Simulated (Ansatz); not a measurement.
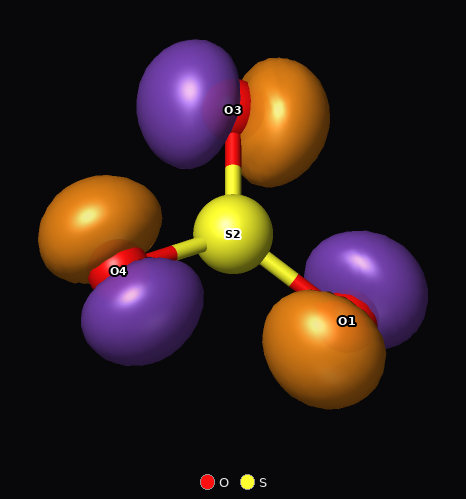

Figure. SO$_{3}$. One frontier orbital at ±0.2 Å⁻³ᐟ² (orange and purple are the two phases), seen at a tilt.

Geometry: PBE0-D4/def2-TZVP.

Computed with RKS PBE0-D4/def2-TZVPP in Ansatz 0.2.0.

Q: Which orbital is it: HOMO or LUMO?

A: The HOMO, at −10.04 eV. It lies mainly on O1 (about 30 %), O3 (about 30 %) and O4 (about 30 %); it is symmetric in the molecular plane (an in-plane orbital: σ, lone-pair or in-plane π type); largely a combination of lone pairs on O1, O3 and O4.
